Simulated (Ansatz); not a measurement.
# COF2 (carbonyl fluoride): PBE0/STO-3G

Aim: the electronic atomisation energy of COF2 (carbonyl fluoride) at PBE0/STO-3G, from 4 runs. 

Program for the calculation: Ansatz 0.2.0.

55 further runs of the same task are left out: 6 that didn't finish, 49 set aside as unsound or not needed.

## (1) The molecule

The species is COF2 (4 atoms), meant as a singlet with charge 0. SMILES: `O=C(F)F`. The shape is that of a GFN2-xTB optimisation.

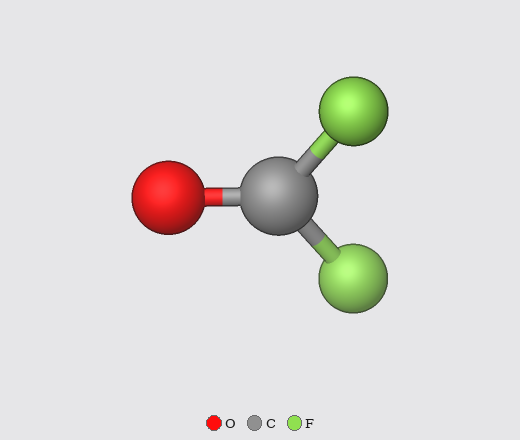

The structure, seen from a chosen angle (oxygen red, carbon grey, fluorine green).

## (2) The energy at PBE0/STO-3G

The input, in.yaml:

```yaml
crystal:
  periodic: [false, false, false]
  atoms:
    - {symbol: O, position_ang: [-1.243810, -0.157330, 0.153910]}
    - {symbol: C, position_ang: [-0.102510, -0.013170, 0.012900]}
    - {symbol: F, position_ang: [0.851050, -0.823360, 0.422470]}
    - {symbol: F, position_ang: [0.495270, 0.993860, -0.589280]}
basis:
  gaussian:
    orbitals: STO-3G
total_charge: 0
hamiltonian:
  xc: {name: PBE0}
accuracy: high
```

Command:

```bash
$ ansatz run in.yaml --threads 1 --pin off --max-ram 2610MiB --events-out events.jsonl --progress --plain --runs-dir runs
```

The program printed:

```text
Warning: RAYON_NUM_THREADS=1 ignored (pool sized by the plan → 1); use --threads N
Functional definition: PBE0
  name "PBE0"
  parameter a = 0.25
  parameter kappa = 0.804
  parameter beta = 0.06672455060314922
  exchange = (1 - a)*pbe_x(kappa = kappa, mu = beta*pi^2/3) + a*exact_x
  correlation = pbe_c(beta = beta)
368 factors; integrals over basis functions are off by at most 3.2e-8 eV
mean field evaluation 1: about -8385.8153 eV, gradient 3.7e1 eV
mean field evaluation 2: about -8378.8171 eV, gradient 6.9e1 eV
mean field evaluation 4: about -8389.6310 eV, gradient 2.2e0 eV
mean field evaluation 8: about -8389.6559 eV, gradient 4.3e-2 eV
mean field evaluation 16: about -8389.6559 eV, gradient 7.6e-8 eV
mean field -8389.65585625 eV, -308.3141660042 hartree, gradient 9.9e-9 eV, S^2 0.000000; 0 other end points of the search recorded, 0 dependent functions left out
reference -8389.65585685 eV, -308.3141660264 hartree; 16, 16 occupied and 4, 4 virtual orbitals, 368 factors
Total energy: -8389.65585685 eV, -308.3141660264 hartree
```

It took 0.95 s on 1 thread of Intel Xeon Platinum 8375C at 2.90GHz (Ice Lake), shared host; peak memory 0.11 GiB.

## (3) The C atom, same level

The input, run.yaml:

```yaml
crystal:
  periodic: [false, false, false]
  atoms:
    - {symbol: C, position_ang: [0.000000, 0.000000, 0.000000]}
basis:
  gaussian:
    orbitals: STO-3G
magnetization:
  spin_polarized: true
  initial_magnetization: 2
hamiltonian:
  xc: pbe0
accuracy: high
```

Command:

```bash
$ ansatz run run.yaml --threads 1 --pin off --max-ram 2610MiB --events-out events.jsonl --progress --plain --runs-dir runs
```

The program printed:

```text
Warning: RAYON_NUM_THREADS=1 ignored (pool sized by the plan → 1); use --threads N
[... 7 set-up lines as earlier in the session ...]
15 factors; integrals over basis functions are off by at most 9.8e-10 eV
mean field evaluation 1: about -1015.0788 eV, gradient 4.1e-13 eV
mean field evaluation 2: about -1015.0791 eV, gradient 4.9e-12 eV
mean field -1015.07910690 eV, -37.3034691331 hartree, gradient 0.0e0 eV, S^2 2.000000; 0 other end points of the search recorded, 0 dependent functions left out
reference -1015.07910752 eV, -37.3034691561 hartree; 4, 2 occupied and 1, 3 virtual orbitals, 15 factors
Total energy: -1015.07910752 eV, -37.3034691561 hartree
```

Run time: 0.14 s. Hardware: 1 thread of Intel Xeon Platinum 8375C at 2.90GHz (Ice Lake), shared host.

## (4) The F atom at the same level

The input, input.yaml:

```yaml
crystal:
  periodic: [false, false, false]
  atoms:
    - symbol: F
      position_ang: [0.000000, 0.000000, 0.000000]
basis:
  gaussian:
    orbitals: STO-3G
accuracy: high
hamiltonian:
  xc: pbe0
magnetization:
  spin_polarized: true
  initial_magnetization: 1
```

Command:

```bash
$ ansatz run input.yaml --threads 1 --pin off --max-ram 2610MiB --events-out events.jsonl --progress --plain --runs-dir runs
```

The program printed:

```text
Warning: RAYON_NUM_THREADS=1 ignored (pool sized by the plan → 1); use --threads N
[... 7 set-up lines as earlier in the session ...]
15 factors; integrals over basis functions are off by at most 1.2e-9 eV
mean field evaluation 1: about -2672.2343 eV, gradient 4.1e-13 eV
mean field evaluation 2: about -2672.2350 eV, gradient 4.3e-12 eV
mean field -2672.23498369 eV, -98.2028243448 hartree, gradient 0.0e0 eV, S^2 0.750000; 0 other end points of the search recorded, 0 dependent functions left out
reference -2672.23498392 eV, -98.2028243531 hartree; 5, 4 occupied and 0, 1 virtual orbitals, 15 factors
Total energy: -2672.23498392 eV, -98.2028243531 hartree
```

Run time: 0.14 s. Hardware: 1 thread of Intel Xeon Platinum 8375C at 2.90GHz (Ice Lake), shared host.

## (5) The O atom, same level

The input, molecule.yaml:

```yaml
crystal:
  periodic: [false, false, false]
  atoms:
    - {symbol: O, position_ang: [0.000000, 0.000000, 0.000000]}
basis:
  gaussian:
    orbitals: STO-3G
magnetization:
  spin_polarized: true
  initial_magnetization: 2
hamiltonian:
  xc: {name: PBE0}
accuracy: high
```

Command:

```bash
$ ansatz run molecule.yaml --threads 1 --pin off --max-ram 2610MiB --events-out events.jsonl --progress --plain --runs-dir runs
```

The program printed:

```text
Warning: RAYON_NUM_THREADS=1 ignored (pool sized by the plan → 1); use --threads N
[... 7 set-up lines as earlier in the session ...]
15 factors; integrals over basis functions are off by at most 1.1e-9 eV
mean field evaluation 1: about -2013.0005 eV, gradient 2.2e-12 eV
mean field evaluation 2: about -2013.0012 eV, gradient 1.9e-11 eV
mean field -2013.00119857 eV, -73.9764295864 hartree, gradient 0.0e0 eV, S^2 2.000000; 0 other end points of the search recorded, 0 dependent functions left out
reference -2013.00119893 eV, -73.9764295996 hartree; 5, 3 occupied and 0, 2 virtual orbitals, 15 factors
Total energy: -2013.00119893 eV, -73.9764295996 hartree
```

Wall time 0.14 s (1 thread of Intel Xeon Platinum 8375C at 2.90GHz (Ice Lake), shared host).

## (6) Results

Level: PBE0/STO-3G.

| quantity | value |
| --- | --- |
| molecule: total energy | -308.31417 Eh |
| C atom: total energy | -37.30347 Eh |
| C atom: ⟨S²⟩ | 2.000 |
| F atom: total energy | -98.20282 Eh |
| F atom: ⟨S²⟩ | 0.750 |
| O atom: total energy | -73.97643 Eh |
| O atom: ⟨S²⟩ | 2.000 |
| electronic atomisation energy | 17.106 eV |

In words: Taking the molecule apart into free atoms costs 17.11 eV (394 kcal/mol), before zero-point energy and without spin-orbit coupling. In a minimal basis such a difference can be off by several eV, whatever the method.
